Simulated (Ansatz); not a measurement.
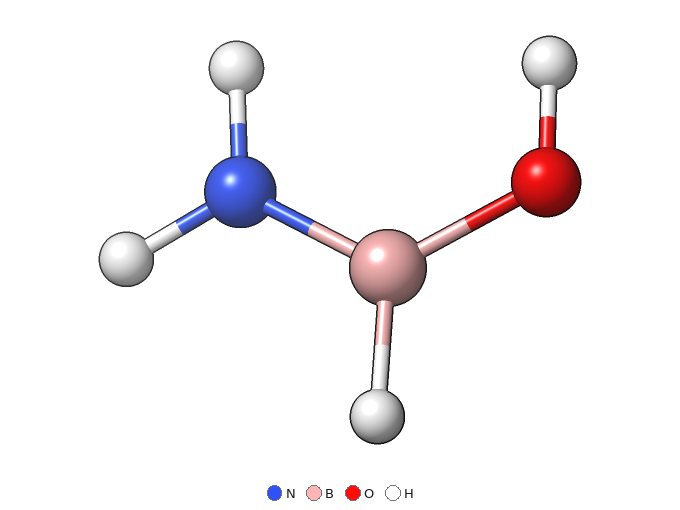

The geometry was computed by an optimisation with PBE0-D4/def2-TZVP. No frequency run is at hand to confirm it as a minimum.

Draw it as a skeletal formula.

SMILES: NBO

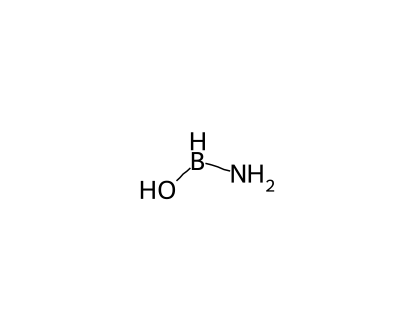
